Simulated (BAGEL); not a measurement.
# AsH3 (arsine) at CASPT2(8,7)/6-31G(d) (density fitting with qzvpp-jkfit, spherical functions)

Aim: the vertical ionisation energy of AsH3 (arsine) at CASPT2(8,7)/6-31G* (density fitting with qzvpp-jkfit, spherical functions), from 2 runs. 

The results are computed with BAGEL 1.2.2.

8 further runs of the same task are left out: 1 that didn't finish, 7 set aside as unsound or not needed. Runs told in other sessions of the task aren't counted.

## (1) The structure to begin with

AsH3: 4 atoms, total charge 0, spin state singlet. SMILES: `[AsH3]`. The shape is that of a PBE0-D4/def2-TZVP optimisation.

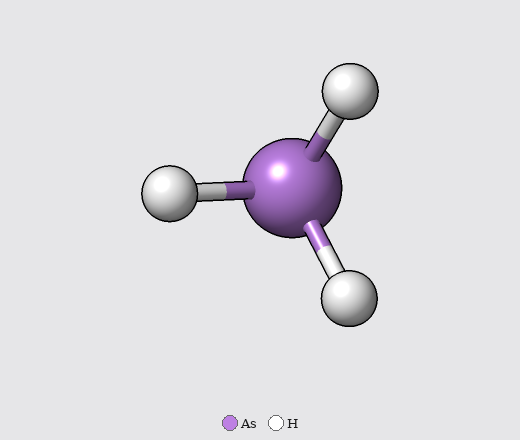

Viewed from a chosen angle; arsenic purple, hydrogen white.

## (2) The energy at CASPT2(8,7)/6-31G(d) (density fitting with qzvpp-jkfit, spherical functions)

Contents of calc.json:

```json
{ "bagel": [

{
  "title": "molecule",
  "basis": "6-31gs.json",
  "df_basis": "qzvpp-jkfit",
  "angstrom": "true",
  "geometry": [
    { "atom": "As", "xyz": [      -0.215800,       0.487600,      -0.346000 ] },
    { "atom": "H", "xyz": [       0.349900,       0.630300,       1.059400 ] },
    { "atom": "H", "xyz": [      -1.068000,      -0.705500,       0.061100 ] },
    { "atom": "H", "xyz": [       0.933900,      -0.412500,      -0.774500 ] }
  ]
},

{ "title": "hf" },

{ "title": "casscf", "nstate": 1, "nact": 7, "nclosed": 14, "nspin": 0, "maxiter": 200, "natocc": "true" },

{ "title": "print", "file": "orbitals.molden", "orbitals": "true" },

{ "title": "smith", "method": "caspt2", "ms": "true", "xms": "true", "sssr": "true", "shift": 0.0, "ncore": 9 }

]}
```

The basis set 6-31G* is read from a file made from the Basis Set Exchange's data (not shown).

Started as:

```
BAGEL_NUM_THREADS=1 BAGEL calc.json > calc.out
```

Log:

```text
* using 1 threads per process

  ===============================================================
  ===============================================================

  *** Geometry ***

  { "atom" : "As", "xyz" : [     -0.407803,      0.921430,     -0.653845 ] },
  { "atom" : "H", "xyz" : [      0.661215,      1.191094,      2.001976 ] },
  { "atom" : "H", "xyz" : [     -2.018228,     -1.333202,      0.115462 ] },
  { "atom" : "H", "xyz" : [      1.764815,     -0.779512,     -1.463593 ] },

  Number of auxiliary basis functions:      320

  Since a DF basis is specified, we compute 2- and 3-index integrals:
    o Being stored without compression. Storage requirement is 0.004 GB

  Number of basis functions:       38
  Number of electrons      :       36

    * METHOD: MOLECULE                             0.11

  *** RHF ***

  === Nuclear Repulsion ===
    35.1531779366

      * DIIS with orbital gradients will be used.

  === RHF iteration (6-31gs.json) ===
      0      -2235.60667004          0.01067866           0.01
      1      -2235.62451643          0.00422455           0.01
      2      -2235.62650301          0.00153098           0.01
      3      -2235.62690202          0.00020452           0.01
      4      -2235.62691967          0.00004262           0.01
      5      -2235.62692060          0.00000535           0.01
      6      -2235.62692062          0.00000119           0.02
      7      -2235.62692062          0.00000013           0.02
      8      -2235.62692062          0.00000003           0.01
      9      -2235.62692062          0.00000001           0.02
    * SCF iteration converged.

    * Permanent dipole moment:
           (   -0.065016,     0.146973,    -0.104285) a.u.

    * METHOD: HF                                   0.30

  ---------------------------
      CASSCF calculation
  ---------------------------

    * nstate   :      1
    * nclosed  :     14
    * nact     :      7
    * nvirt    :     17
  === CASSCF iteration (6-31gs.json) ===

    * Using the second-order algorithm

      0  0     -2235.64443718     2.53e-03      0.02

      1  0     -2235.67482229     2.11e-03      0.09

      2  0     -2235.67895056     3.56e-04      0.09

      3  0     -2235.67911968     1.71e-04      0.09

      4  0     -2235.67914759     8.08e-05      0.09

      5  0     -2235.67915339     3.83e-05      0.09

      6  0     -2235.67915460     1.80e-05      0.09

      7  0     -2235.67915485     8.34e-06      0.09

      8  0     -2235.67915491     3.85e-06      0.09

      9  0     -2235.67915492     1.77e-06      0.09

     10  0     -2235.67915492     8.12e-07      0.09

     11  0     -2235.67915492     3.72e-07      0.09

     12  0     -2235.67915492     1.70e-07      0.09

     13  0     -2235.67915492     7.81e-08      0.09

     14  0     -2235.67915492     3.57e-08      0.09

     15  0     -2235.67915492     1.64e-08      0.08

     16  0     -2235.67915492     7.51e-09      0.08

    * Second-order optimization converged. *

     guess   0:   closed 1111...              open .......

  === FCI iteration ===

      0  0     -2235.62590782     7.24e-03      0.00
      1  0     -2235.67691160     1.90e-03      0.00
      2  0     -2235.67904933     4.02e-04      0.00
      3  0     -2235.67914396     1.17e-04      0.00
      4  0     -2235.67915395     3.82e-05      0.00
      5  0     -2235.67915487     8.51e-06      0.00
      6  0     -2235.67915492     2.10e-06      0.00
      7  0     -2235.67915492     4.28e-07      0.00
      8  0     -2235.67915492     7.87e-08      0.00
      9  0     -2235.67915492     1.72e-08      0.00
     10  0     -2235.67915492     4.32e-09      0.00
     11  0     -2235.67915492     8.91e-10      0.00
     12  0     -2235.67915492     1.99e-10      0.00
     13  0 *   -2235.67915492     5.87e-11      0.00

     * ci vector, state   0, <S^2> = -0.0000
       2222...    -0.9773301358
       222.2..     0.0760868530
       22.2.2.     0.0760705342

    * METHOD: CASSCF                               1.47

    * METHOD: PRINT                                0.00

  === SMITH program ===

    * freezing 9 orbitals

    * Approximate memory requirement for SMITH calulation per MPI process:
      o Storage requirement for T-amplitude, lambda, and residual is 0.00 GB
      o Storage requirement for MO integrals is 0.00 GB
    * Calculating and saving rdm4f

    * Zeroth order energy : state  0       -4.2708968293

    * CASPT2 iteration is performed using redundant basis

      ---- iteration ----

        0    -0.21729756     0.00919858      0.05
        1    -0.21835375     0.00108585      0.05
        2    -0.21838515     0.00010437      0.05
        3    -0.21838531     0.00001228      0.05
        4    -0.21838531     0.00000214      0.05
        5    -0.21838531     0.00000024      0.05

      -------------------

    * CASPT2 energy : state  0    -2235.8975402334
        reference weight              0.9555913316

    * METHOD: SMITH                                0.77

  ===============================================================
```

Wall time 3 s (1 thread of Intel Xeon Platinum 8259CL at 2.50GHz (Skylake/Cascade Lake), shared host); peak memory 0.097 GiB.

## (3) The doublet cation, same level

Contents of caspt2.json:

```json
{ "bagel": [

{
  "title": "molecule",
  "basis": "6-31gs.json",
  "df_basis": "qzvpp-jkfit",
  "angstrom": true,
  "geometry": [
    { "atom": "As", "xyz": [   -0.215800,    0.487600,   -0.346000 ] },
    { "atom": "H", "xyz": [    0.349900,    0.630300,    1.059400 ] },
    { "atom": "H", "xyz": [   -1.068000,   -0.705500,    0.061100 ] },
    { "atom": "H", "xyz": [    0.933900,   -0.412500,   -0.774500 ] }
  ]
},
{ "title": "hf", "charge": 2 },
{ "title": "casscf", "nstate": 1, "nact": 7, "nclosed": 14, "charge": 1, "nspin": 1, "maxiter": 200, "natocc": true },
{ "title": "print", "file": "orbitals.molden", "orbitals": true },
{ "title": "smith", "method": "caspt2", "ms": true, "xms": true, "sssr": true, "shift": 0.0, "ncore": 9 }

]}
```

The basis set 6-31G* is read from a file made from the Basis Set Exchange's data (not shown).

Started as:

```
BAGEL_NUM_THREADS=1 BAGEL caspt2.json > caspt2.out
```

Log:

```text
* using 1 threads per process

  ===============================================================
  ===============================================================

  *** Geometry ***

  { "atom" : "As", "xyz" : [     -0.407803,      0.921430,     -0.653845 ] },
  { "atom" : "H", "xyz" : [      0.661215,      1.191094,      2.001976 ] },
  { "atom" : "H", "xyz" : [     -2.018228,     -1.333202,      0.115462 ] },
  { "atom" : "H", "xyz" : [      1.764815,     -0.779512,     -1.463593 ] },

  Number of auxiliary basis functions:      320

  Since a DF basis is specified, we compute 2- and 3-index integrals:
    o Being stored without compression. Storage requirement is 0.004 GB

  Number of basis functions:       38
  Number of electrons      :       36

    * METHOD: MOLECULE                             0.16

  *** RHF ***

  === Nuclear Repulsion ===
    35.1531779366

      * DIIS with orbital gradients will be used.

  === RHF iteration (6-31gs.json) ===
      0      -2234.48468099          0.01538124           0.02
      1      -2234.55984420          0.00530086           0.02
      2      -2234.56231801          0.00186416           0.02
      3      -2234.56260966          0.00030034           0.02
      4      -2234.56262427          0.00006618           0.02
      5      -2234.56262515          0.00001476           0.02
      6      -2234.56262520          0.00000211           0.02
      7      -2234.56262520          0.00000039           0.02
      8      -2234.56262520          0.00000006           0.02
      9      -2234.56262520          0.00000002           0.02
     10      -2234.56262520          0.00000000           0.02
    * SCF iteration converged.

    * Permanent dipole moment:
           (   -0.045500,     0.102754,    -0.072896) a.u.

    * METHOD: HF                                   0.45

  ---------------------------
      CASSCF calculation
  ---------------------------

    * nstate   :      1
    * nclosed  :     14
    * nact     :      7
    * nvirt    :     17
  === CASSCF iteration (6-31gs.json) ===

    * Using the second-order algorithm

      0  0     -2235.29227675     1.39e-02      0.03

      1  0     -2235.32696852     2.12e-03      0.15

      2  0     -2235.33317290     5.72e-04      0.13

      3  0     -2235.33342321     2.59e-04      0.12

      4  0     -2235.33344615     9.12e-05      0.12

      5  0     -2235.33344882     3.14e-05      0.12

      6  0     -2235.33344913     1.08e-05      0.13

      7  0     -2235.33344917     3.70e-06      0.12

      8  0     -2235.33344917     1.27e-06      0.13

      9  0     -2235.33344917     4.33e-07      0.12

     10  0     -2235.33344917     1.48e-07      0.12

     11  0     -2235.33344917     5.06e-08      0.11

     12  0     -2235.33344917     1.73e-08      0.09

     13  0     -2235.33344917     5.91e-09      0.09

    * Second-order optimization converged. *

     guess   0:   closed 111....              open ...1...

  === FCI iteration ===

      0  0     -2235.27715433     7.45e-03      0.00
      1  0     -2235.33049835     2.09e-03      0.00
      2  0     -2235.33329610     4.94e-04      0.00
      3  0     -2235.33344164     1.04e-04      0.00
      4  0     -2235.33344858     2.80e-05      0.00
      5  0     -2235.33344913     7.52e-06      0.00
      6  0     -2235.33344917     1.95e-06      0.00
      7  0     -2235.33344917     6.21e-07      0.00
      8  0     -2235.33344917     1.55e-07      0.00
      9  0     -2235.33344917     4.03e-08      0.00
     10  0     -2235.33344917     1.35e-08      0.00
     11  0     -2235.33344917     5.31e-09      0.00
     12  0     -2235.33344917     2.14e-09      0.00
     13  0     -2235.33344917     7.46e-10      0.00
     14  0     -2235.33344917     2.16e-10      0.00
     15  0 *   -2235.33344917     4.42e-11      0.00

     * ci vector, state   0, <S^2> = 0.7500
       222a...    -0.9757548704
       22.a2..    -0.0749553318
       2.2a.2.    -0.0749443112

    * METHOD: CASSCF                               1.64

    * METHOD: PRINT                                0.00

  === SMITH program ===

    * freezing 9 orbitals

    * Approximate memory requirement for SMITH calulation per MPI process:
      o Storage requirement for T-amplitude, lambda, and residual is 0.00 GB
      o Storage requirement for MO integrals is 0.00 GB
    * Calculating and saving rdm4f

    * Zeroth order energy : state  0       -5.7123423679

    * CASPT2 iteration is performed using redundant basis

      ---- iteration ----

        0    -0.19851511     0.00689478      0.06
        1    -0.19925146     0.00081099      0.06
        2    -0.19927277     0.00009561      0.06
        3    -0.19927292     0.00001017      0.06
        4    -0.19927292     0.00000174      0.06
        5    -0.19927292     0.00000019      0.06

      -------------------

    * CASPT2 energy : state  0    -2235.5327220936
        reference weight              0.9629871808

    * METHOD: SMITH                                0.82

  ===============================================================
```

Run time: 3.6 s. Hardware: 1 thread of Intel Xeon Platinum 8259CL at 2.50GHz (Skylake/Cascade Lake), shared host; peak memory 0.14 GiB.

## (4) What came out

Level: CASPT2(8,7)/6-31G* (density fitting with qzvpp-jkfit, spherical functions), 9 core orbitals frozen.

```
                                          quantity           value
                        singlet AsH3: total energy  -2235.89754 Eh
                      doublet cation: total energy  -2235.53272 Eh
vertical ionisation energy (to the doublet cation)        9.927 eV
```

The vertical ionisation energy comes to 9.93 eV (229 kcal/mol).
